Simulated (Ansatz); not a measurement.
# SO (triplet): single points with varied inputs

Aim: run SO (triplet) under a spread of inputs, and see what each costs and gives.

The runs use Ansatz 0.2.0, Gaussian basis; the settings change from run to run.

**1. The geometry**

The structure was relaxed beforehand with PBE0-D4 in a triple-zeta def2 set.

2 atoms, charge 0, spin multiplicity 3.

Atoms are counted from 1 here; the program's logs count them from 0.

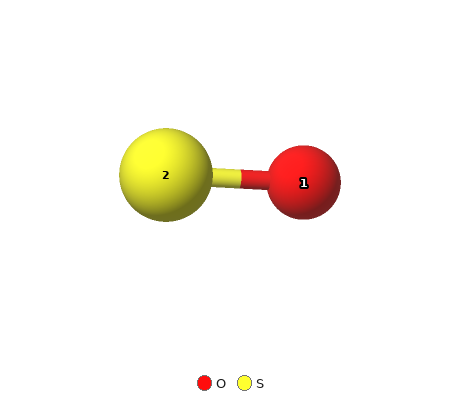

The structure; oxygen red, sulfur yellow; atoms are numbered from 1 in the order of the file.

Coordinates:

```xyz
2
charge 0, multiplicity 3
O     0.0000    0.0000   -0.9938
S     0.0000    0.0000    0.4858
```

**2. rPW86-PBE/STO-3G**

Options: density fitting with def2-universal-jkfit, high accuracy.

Contents of in.yaml:

```yaml
crystal:
  periodic: [false, false, false]
  atoms:
    - {symbol: O, position_ang: [-0.000000, -0.000000, -0.993769]}
    - {symbol: S, position_ang: [0.000000, 0.000000, 0.485773]}
basis:
  gaussian: {orbitals: STO-3G, fitting: {mean_field: def2-universal-jkfit}}
magnetization: {spin_polarized: true, initial_magnetization: 2}
hamiltonian: {xc: {name: rPW86-PBE}}
accuracy: high
output: {forces: true}
```

Launch:

```console
$ ansatz run in.yaml --threads 2 --pin off --events-out ev --progress --plain --max-ram 32768MiB --backend cpu
```

What it wrote:

```text
Functional definition: rPW86-PBE
  name "rPW86-PBE"
  cite "Murray, Lee & Langreth, J. Chem. Theory Comput. 5, 2754 (2009) doi:10.1021/ct900365q"
  cite "Perdew, Burke & Ernzerhof, Phys. Rev. Lett. 77, 3865 (1996) doi:10.1103/PhysRevLett.77.3865"
  parent pbe
  exchange = rpw86_x
  correlation = pbe_c
205 factors; integrals over basis functions are off by at most 8.7e-3 eV
mean field evaluation 1: about -12742.6641 eV, gradient 1.4e1 eV
mean field evaluation 2: about -12733.4252 eV, gradient 3.7e1 eV
mean field evaluation 4: about -12744.0547 eV, gradient 3.4e-1 eV
mean field evaluation 8: about -12744.0578 eV, gradient 1.2e-3 eV
mean field evaluation 16: about -12744.0578 eV, gradient 2.3e-10 eV
mean field -12744.05784486 eV, -468.3354875660 hartree, gradient 2.3e-10 eV, S^2 2.000400; 0 other end points of the search recorded, 0 dependent functions left out
the calculation of the forces begins
reference -12744.05784879 eV, -468.3354877102 hartree; 13, 11 occupied and 1, 3 virtual orbitals, 205 factors
Total energy: -12744.05784879 eV, -468.3354877102 hartree
Atom 0 at    -0.000000    -0.000000    -0.993769 Å, force     0.000000     0.000000    -9.694225 eV/Å
Atom 1 at     0.000000     0.000000     0.485773 Å, force    -0.000000    -0.000000     9.694225 eV/Å
Dipole moment:     0.000000     0.000000     0.150414 e Å
```

Run time: 1.2 s. Hardware: 2 threads of AMD EPYC 7R13, shared host.

Largest force 9.694 eV/Å, dipole 0.72 D, ⟨S²⟩ 2.000.

**3. r2SCAN0/6-31G***

Options: D4 dispersion.

Contents of in.yaml:

```yaml
crystal:
  periodic: [false, false, false]
  atoms:
    - {symbol: O, position_ang: [-0.000000, -0.000000, -0.993769]}
    - {symbol: S, position_ang: [0.000000, 0.000000, 0.485773]}
basis:
  gaussian: {orbitals: "6-31G*"}
magnetization: {spin_polarized: true, initial_magnetization: 2}
hamiltonian: {xc: {name: r2SCAN0}, dispersion: d4}
```

The command is unchanged.

What it wrote (excerpt; [...] marks lines left out):

```text
Functional definition: r2SCAN0
  name "r2SCAN0"
  cite "Bursch, Neugebauer, Ehlert & Grimme, J. Chem. Phys. 156, 134105 (2022) doi:10.1063/5.0086040"
  cite "Furness, Kaplan, Ning, Perdew & Sun, J. Phys. Chem. Lett. 11, 8208 (2020) doi:10.1021/acs.jpclett.0c02405"
  cite "Furness, Kaplan, Ning, Perdew & Sun, J. Phys. Chem. Lett. 11, 9248 (2020) doi:10.1021/acs.jpclett.0c03077"
  parent r2scan
[...]
295 factors; integrals over basis functions are off by at most 7.1e-4 eV
[...]
mean field -12877.94932574 eV, -473.2559087335 hartree, gradient 1.4e-5 eV, S^2 2.011729; 0 other end points of the search recorded, 0 dependent functions left out
reference -12877.94933029 eV, -473.2559089006 hartree; 13, 11 occupied and 21, 23 virtual orbitals, 295 factors
Total energy: -12877.95386307 eV, -473.2560754772 hartree
```

Wall time 0.76 s (2 threads of AMD EPYC 7R13, shared host).

⟨S²⟩ 2.012.

**4. B97/aug-cc-pVDZ**

This run has multiplicity 5, the search for lower states set to off.

Contents of in.yaml:

```yaml
crystal:
  periodic: [false, false, false]
  atoms:
    - {symbol: O, position_ang: [-0.000000, -0.000000, -0.993769]}
    - {symbol: S, position_ang: [0.000000, 0.000000, 0.485773]}
basis:
  gaussian: {orbitals: aug-cc-pVDZ}
magnetization: {spin_polarized: true, initial_magnetization: 4}
hamiltonian: {xc: {name: B97}}
scf: {lower_state_search: off}
```

The command is unchanged.

What it wrote (excerpt; [...] marks lines left out):

```text
Functional definition: B97
  name "B97"
  cite "Becke, J. Chem. Phys. 107, 8554 (1997) doi:10.1063/1.475007"
[...]
      + integral(e_c_pw_opposite_spin*poly(b97_u_opposite, cos0, cos1, cos2))
[...]
499 factors; integrals over basis functions are off by at most 1.2e-3 eV
[...]
mean field -12870.30959405 eV, -472.9751537723 hartree, gradient 4.8e-6 eV, S^2 6.006289; 0 other end points of the search recorded, 0 dependent functions left out
reference -12870.30963789 eV, -472.9751553834 hartree; 14, 10 occupied and 36, 40 virtual orbitals, 499 factors
Total energy: -12870.30963789 eV, -472.9751553834 hartree
Checks for a lower state left out: stability, starts, cluster_reference, orbital_swaps, neighbouring_geometries, increment
```

It took 0.75 s on 2 threads of AMD EPYC 7R13, shared host.

⟨S²⟩ 6.006.

**5. B2GP-PLYP/def2-SVPD**

Contents of in.yaml:

```yaml
crystal:
  periodic: [false, false, false]
  atoms:
    - {symbol: O, position_ang: [-0.000000, -0.000000, -0.993769]}
    - {symbol: S, position_ang: [0.000000, 0.000000, 0.485773]}
basis:
  gaussian: {orbitals: def2-SVPD}
magnetization: {spin_polarized: true, initial_magnetization: 2}
hamiltonian: {xc: {name: B2GP-PLYP}}
output: {forces: true}
```

Same command.

What it wrote (excerpt; [...] marks lines left out):

```text
Functional definition: B2GP-PLYP
  name "B2GP-PLYP"
  cite "Karton, Tarnopolsky, Lamère, Schatz & Martin, J. Phys. Chem. A 112, 12868 (2008) doi:10.1021/jp801805p"
  cite "Becke, Phys. Rev. A 38, 3098 (1988) doi:10.1103/PhysRevA.38.3098"
  cite "Lee, Yang & Parr, Phys. Rev. B 37, 785 (1988) doi:10.1103/PhysRevB.37.785"
[...]
466 factors; integrals over basis functions are off by at most 8.8e-4 eV
[...]
mean field -12865.31936848 eV, -472.7917663648 hartree, gradient 2.6e-6 eV, S^2 2.026623; 0 other end points of the search recorded, 0 dependent functions left out
6 core orbitals not correlated: weight in the atoms' cores, before any rotation towards them, 1.000 or more for the frozen orbitals, at most 0.000 for the correlated occupied ones
reference -12865.31946321 eV, -472.7917698464 hartree; 7, 5 occupied and 37, 39 virtual orbitals, 466 factors
second order -9.90221586 eV of doubles, -0.00000000 eV of singles
[...]
Total energy: -12868.88426093 eV, -472.9227737460 hartree
Atom 0 at    -0.000000    -0.000000    -0.993769 Å, force     0.000000    -0.000000    -1.952060 eV/Å
Atom 1 at     0.000000     0.000000     0.485773 Å, force     0.000000    -0.000000     1.952060 eV/Å
Dipole moment:    -0.000000     0.000000     0.337065 e Å
```

Wall time 1.3 s (2 threads of AMD EPYC 7R13, shared host).

Largest force 1.952 eV/Å, dipole 1.62 D, ⟨S²⟩ 2.027.

**6. wB97/aug-cc-pVDZ**

in.yaml: that of step 5 with these lines changed.

```diff
@@ -6,5 +6,5 @@
 basis:
-  gaussian: {orbitals: def2-SVPD}
+  gaussian: {orbitals: aug-cc-pVDZ}
 magnetization: {spin_polarized: true, initial_magnetization: 2}
-hamiltonian: {xc: {name: B2GP-PLYP}}
+hamiltonian: {xc: {name: wB97}}
 output: {forces: true}
```

Same command.

What it wrote (excerpt; [...] marks lines left out):

```text
Functional definition: wB97
  name "wB97"
  cite "Chai & Head-Gordon, J. Chem. Phys. 128, 084106 (2008) doi:10.1063/1.2834918"
  cite "Becke, J. Chem. Phys. 107, 8554 (1997) doi:10.1063/1.475007"
[...]
  # The coefficients of nought are those of the uniform gas.
[...]
      + integral(e_c_pw_opposite_spin*poly(b97_u_opposite, 1, cos1, cos2, cos3, cos4))
501 factors; their error is unknown
197 factors; integrals over basis functions are off by at most 7.2e-6 eV
[...]
mean field -12880.48109015 eV, -473.3489493595 hartree, gradient 2.3e-5 eV, S^2 2.011886; 0 other end points of the search recorded, 0 dependent functions left out
[...]
reference -12880.48108674 eV, -473.3489492341 hartree; 13, 11 occupied and 37, 39 virtual orbitals, 501 factors
Total energy: -12880.48108674 eV, -473.3489492341 hartree
Atom 0 at    -0.000000    -0.000000    -0.993769 Å, force    -0.000000    -0.000000    -1.976698 eV/Å
Atom 1 at     0.000000     0.000000     0.485773 Å, force     0.000000     0.000000     1.976698 eV/Å
Dipole moment:     0.000000     0.000000     0.324799 e Å
```

It took 1.4 s on 2 threads of AMD EPYC 7R13, shared host.

Largest force 1.977 eV/Å, dipole 1.56 D, ⟨S²⟩ 2.012.

**7. BHLYP/6-31++G****

Set apart from the defaults: coordinates scaled by 1.05, density fitting with def2-universal-jkfit, finite nuclei, relativity set to none, high accuracy, the search for lower states set to off.

Contents of in.yaml:

```yaml
crystal:
  periodic: [false, false, false]
  atoms:
    - {symbol: O, position_ang: [-0.000000, -0.000000, -1.043457]}
    - {symbol: S, position_ang: [0.000000, 0.000000, 0.510061]}
basis:
  gaussian: {orbitals: "6-31++G**", fitting: {mean_field: def2-universal-jkfit}, nuclear_model: gaussian}
magnetization: {spin_polarized: true, initial_magnetization: 2}
hamiltonian: {xc: {name: BHLYP}, pseudopotentials: {relativity: none}}
accuracy: high
scf: {lower_state_search: off}
```

The command is unchanged.

What it wrote (excerpt; [...] marks lines left out):

```text
Functional definition: BHLYP
  name "BHLYP"
  cite "Becke, J. Chem. Phys. 98, 1372 (1993) doi:10.1063/1.464304"
  cite "Becke, Phys. Rev. A 38, 3098 (1988) doi:10.1103/PhysRevA.38.3098"
  cite "Lee, Yang & Parr, Phys. Rev. B 37, 785 (1988) doi:10.1103/PhysRevB.37.785"
[...]
205 factors; integrals over basis functions are off by at most 9.2e-2 eV
[...]
mean field -12879.09855885 eV, -473.2981422711 hartree, gradient 5.1e-8 eV, S^2 2.018230; 0 other end points of the search recorded, 0 dependent functions left out
reference -12879.09857852 eV, -473.2981429941 hartree; 13, 11 occupied and 29, 31 virtual orbitals, 205 factors
Total energy: -12879.09857852 eV, -473.2981429941 hartree
Checks for a lower state left out: stability, starts, cluster_reference, orbital_swaps, neighbouring_geometries, increment
```

Run time: 0.5 s. Hardware: 2 threads of AMD EPYC 7R13, shared host.

⟨S²⟩ 2.018.

**8. BLYP/cc-pVTZ**

Set apart from the defaults: restricted open-shell orbitals, atoms shaken by 0.15 Å, the search for lower states set to light.

Contents of in.yaml:

```yaml
crystal:
  periodic: [false, false, false]
  atoms:
    - {symbol: O, position_ang: [-0.067913, -0.004310, -0.910016]}
    - {symbol: S, position_ang: [0.201012, 0.185040, 0.317138]}
basis:
  gaussian: {orbitals: cc-pVTZ}
magnetization: {spin_polarized: false, initial_magnetization: 2}
hamiltonian: {xc: {name: BLYP}}
scf: {lower_state_search: light}
```

Launched as before.

What it wrote:

```text
Functional definition: BLYP
  name "BLYP"
  cite "Becke, Phys. Rev. A 38, 3098 (1988) doi:10.1103/PhysRevA.38.3098"
  cite "Lee, Yang & Parr, Phys. Rev. B 37, 785 (1988) doi:10.1103/PhysRevB.37.785"
  parameter beta = 0.0042
  parameter a = 0.04918
  parameter b = 0.132
  parameter c = 0.2533
  parameter d = 0.349
  exchange = b88_x(beta = beta)
  correlation = lyp_c(a = a, b = b, c = c, d = d)
435 factors; their error is unknown
mean field evaluation 1: about -12873.4186 eV, gradient 6.1e1 eV
mean field evaluation 2: about -12836.3432 eV, gradient 1.3e2 eV
mean field evaluation 4: about -12879.6081 eV, gradient 4.6e0 eV
mean field evaluation 8: about -12879.6364 eV, gradient 8.0e-2 eV
mean field evaluation 16: about -12879.6364 eV, gradient 1.1e-5 eV
mean field -12879.63644646 eV, -473.3179092761 hartree, gradient 1.1e-5 eV, S^2 2.000000; 0 other end points of the search recorded, 0 dependent functions left out
reference -12879.63664906 eV, -473.3179167218 hartree; 13, 11 occupied and 51, 53 virtual orbitals, 435 factors
Total energy: -12879.63664906 eV, -473.3179167218 hartree
```

Run time: 0.51 s. Hardware: 2 threads of AMD EPYC 7R13, shared host.

**9. B97/cc-pVTZ-DK**

Set apart from the defaults: charge -1, multiplicity 2, restricted open-shell orbitals.

Contents of in.yaml:

```yaml
crystal:
  periodic: [false, false, false]
  atoms:
    - {symbol: O, position_ang: [-0.000000, -0.000000, -0.993769]}
    - {symbol: S, position_ang: [0.000000, 0.000000, 0.485773]}
basis:
  gaussian: {orbitals: cc-pVTZ-DK}
total_charge: -1
magnetization: {spin_polarized: false, initial_magnetization: 1}
hamiltonian: {xc: {name: B97}}
output: {forces: true}
```

Launched as before.

What it wrote (excerpt; [...] marks lines left out):

```text
Functional definition: B97
  name "B97"
  cite "Becke, J. Chem. Phys. 107, 8554 (1997) doi:10.1063/1.475007"
[...]
      + integral(e_c_pw_opposite_spin*poly(b97_u_opposite, cos0, cos1, cos2))
453 factors; their error is unknown
[...]
mean field -12911.36345958 eV, -474.4838555031 hartree, gradient 1.7e-5 eV, S^2 0.750000; 1 other end points of the search recorded, 0 dependent functions left out
[...]
reference -12911.36347299 eV, -474.4838559958 hartree; 13, 12 occupied and 51, 52 virtual orbitals, 453 factors
Total energy: -12911.36347299 eV, -474.4838559958 hartree
Relativity: scalar
Atom 0 at    -0.000000    -0.000000    -0.993769 Å, force    -0.000000    -0.000000    -5.311591 eV/Å
Atom 1 at     0.000000     0.000000     0.485773 Å, force     0.000000     0.000000     5.311591 eV/Å
Dipole moment:    -0.000000     0.000000     0.093637 e Å
```

Run time: 1.5 s. Hardware: 2 threads of AMD EPYC 7R13, shared host.

Largest force 5.312 eV/Å.

**10. rPW86-PBE/cc-pVTZ**

Set apart from the defaults: restricted open-shell orbitals, the search for lower states set to full.

Contents of in.yaml:

```yaml
crystal:
  periodic: [false, false, false]
  atoms:
    - {symbol: O, position_ang: [-0.000000, -0.000000, -0.993769]}
    - {symbol: S, position_ang: [0.000000, 0.000000, 0.485773]}
basis:
  gaussian: {orbitals: cc-pVTZ}
magnetization: {spin_polarized: false, initial_magnetization: 2}
hamiltonian: {xc: {name: rPW86-PBE}}
scf: {lower_state_search: full}
output: {forces: true}
```

Same command.

What it wrote (excerpt; [...] marks lines left out):

```text
Functional definition: rPW86-PBE
  name "rPW86-PBE"
  cite "Murray, Lee & Langreth, J. Chem. Theory Comput. 5, 2754 (2009) doi:10.1021/ct900365q"
  cite "Perdew, Burke & Ernzerhof, Phys. Rev. Lett. 77, 3865 (1996) doi:10.1103/PhysRevLett.77.3865"
  parent pbe
[...]
435 factors; their error is unknown
[...]
mean field -12895.39535420 eV, -473.8970384538 hartree, gradient 7.7e-6 eV, S^2 2.000000; 5 other end points of the search recorded, 0 dependent functions left out
[...]
reference -12895.39541378 eV, -473.8970406434 hartree; 13, 11 occupied and 51, 53 virtual orbitals, 435 factors
Total energy: -12895.39541378 eV, -473.8970406434 hartree
Atom 0 at    -0.000000    -0.000000    -0.993769 Å, force    -0.000000    -0.000000    -2.211904 eV/Å
Atom 1 at     0.000000     0.000000     0.485773 Å, force     0.000000     0.000000     2.211904 eV/Å
Dipole moment:     0.000000    -0.000000     0.300042 e Å
```

Run time: 2.8 s. Hardware: 2 threads of AMD EPYC 7R13, shared host.

Largest force 2.212 eV/Å, dipole 1.44 D.

**11. All runs side by side**

```csv
level,charge,multiplicity,geometry,functions,energy (eV),time
rPW86-PBE/STO-3G,0,3,relaxed,14,-12744.058,1.2 s
r2SCAN0/6-31G*,0,3,relaxed,34,-12877.954,0.76 s
B97/aug-cc-pVDZ,0,5,relaxed,50,-12870.310,0.75 s
B2GP-PLYP/def2-SVPD,0,3,relaxed,50,-12868.884,1.3 s
wB97/aug-cc-pVDZ,0,3,relaxed,50,-12880.481,1.4 s
BHLYP/6-31++G**,0,3,scaled,42,-12879.099,0.5 s
BLYP/cc-pVTZ,0,3,shaken,64,-12879.637,0.51 s
B97/cc-pVTZ-DK,-1,2,relaxed,64,-12911.363,1.5 s
rPW86-PBE/cc-pVTZ,0,3,relaxed,64,-12895.395,2.8 s
```

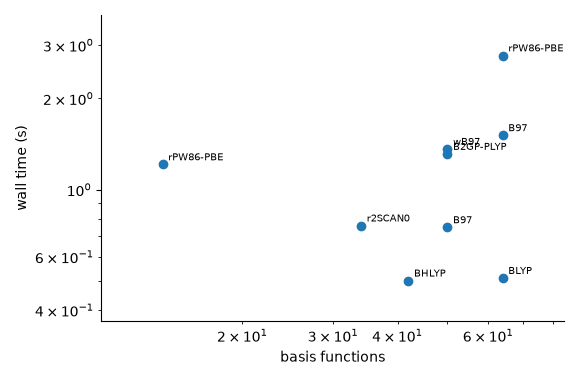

Wall time against the number of basis functions (shared host).

**12. Summary of results**

```
                                         quantity                     value
                                             runs                         9
                                         quickest    BHLYP/6-31++G**, 0.5 s
                                          slowest  rPW86-PBE/cc-pVTZ, 2.8 s
spread of total energies, same state and geometry                  151.3 eV
                  dipole, same state and geometry            0.72 to 1.62 D
```

**Reading.** Run time spans a factor of 6, from BHLYP/6-31++G** to rPW86-PBE/cc-pVTZ. The jobs differ in tasks and options as well as level. The totals spread over 151 eV; they can't be compared across methods or bases. At the PBE0-D4/def2-TZVP geometry and in the same state, runs without warnings or point charges leave forces up to 9.69 eV/Å (rPW86-PBE/STO-3G). At that geometry and state the dipole changes by 124 % between the lowest and highest value.
